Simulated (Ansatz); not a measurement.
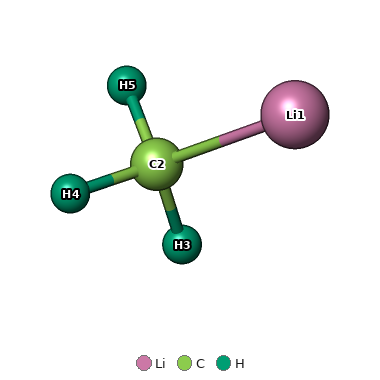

The system is CH₃Li, SMILES [Li][CH3]; the picture shows the grid point nearest to the relaxed geometry. Two internal coordinates are moved rigidly from the geometry relaxed at PBE0-D4/def2-TZVP, all others fixed. The first coordinate is: bond C2–H5; the second: angle H4–C2–Li1. Grid: 7 × 7 points. Points are written as (first, second). Energies are in eV, from the lowest grid point. Method: RKS PBE0-D4/def2-TZVPP (Ansatz 0.2.0).

Its coordinates:

| atom | x (Å) | y (Å) | z (Å) |
| --- | --- | --- | --- |
| Li | 1.4114 | 0.8565 | -0.7915 |
| C | -0.0942 | -0.0795 | 0.0499 |
| H | -0.0928 | -1.1600 | -0.1516 |
| H | -0.1026 | 0.0213 | 1.1444 |
| H | -1.0930 | 0.2961 | -0.3000 |

Range: bond C2–H5 from 0.989 to 1.319 Å; angle H4–C2–Li1 from 83 to 143°.

### Predict the map.

The lowest grid point is at (1.123 Å, 113°). No other kind of well shows on this grid. The highest grid point, (1.319 Å, 83°), lies 0.93 eV above the lowest. Round the minimum the two coordinates are weakly coupled (coupling −0.08 in units of the two stiffnesses).

```
angle H4–C2–Li1 ↓, bond C2–H5 →  0.989  1.021  1.068  1.123  1.184  1.249  1.319
                            143   0.71   0.57   0.46   0.43   0.49   0.64   0.85
                            133   0.45   0.31   0.21   0.18   0.26   0.41   0.64
                            123   0.29   0.16   0.06   0.04   0.12   0.29   0.52
                            113   0.23   0.10   0.01   0.00   0.09   0.26   0.51
                            103   0.26   0.13   0.04   0.05   0.14   0.33   0.58
                             93   0.36   0.24   0.16   0.17   0.27   0.46   0.72
                             83   0.53   0.42   0.34   0.35   0.46   0.66   0.93
```

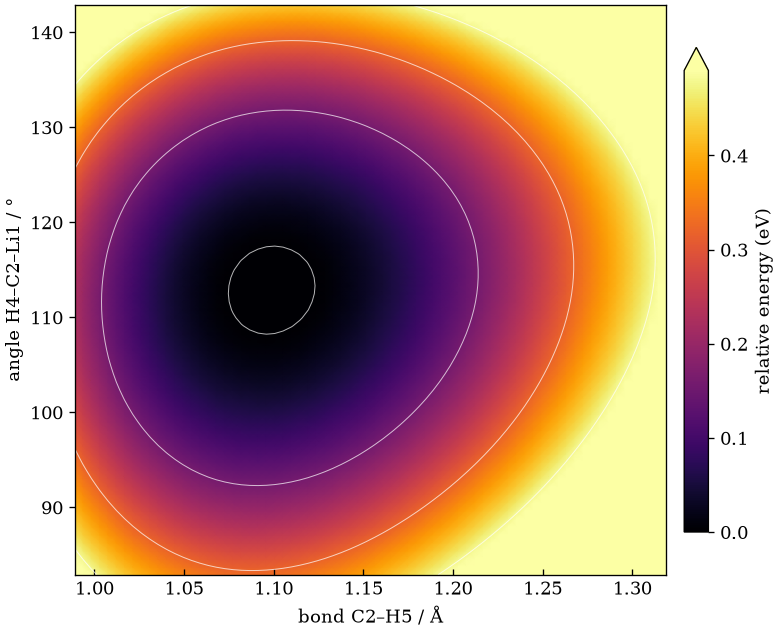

The picture shows a smooth colour map with a few white contour lines, one colour for all values above the top of the scale. Between grid points the surface is interpolated.
